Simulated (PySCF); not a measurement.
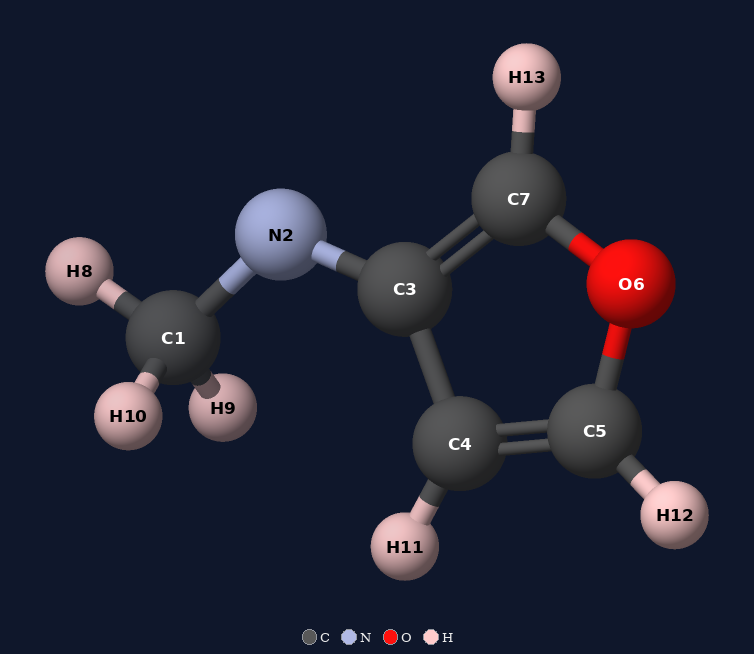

The species is neutral and a spin doublet. The computed structure is the end point of a GFN2-xTB optimisation. No frequency run is at hand to confirm it as a minimum. Properties computed with UKS B3LYP, pcH-1 on C H N O, non-relativistic (PySCF 2.14.0).

Give the isotropic hyperfine couplings (Fermi-contact term alone) of C1, N2, C3, C4, C5, O6, C7, H8, H9, H10, H11, H12, H13.

| atom | isotope | a_iso (MHz) |
| --- | --- | --- |
| C1 | 13C | −23.5 |
| N2 | 14N | 24.0 |
| C3 | 13C | −44.1 |
| C4 | 13C | 5.7 |
| C5 | 13C | −3.1 |
| O6 | 17O | −4.9 |
| C7 | 13C | 42.4 |
| H8 | 1H | 0.2 |
| H9 | 1H | 84.4 |
| H10 | 1H | 85.2 |
| H11 | 1H | −4.5 |
| H12 | 1H | −0.5 |
| H13 | 1H | −34.8 |
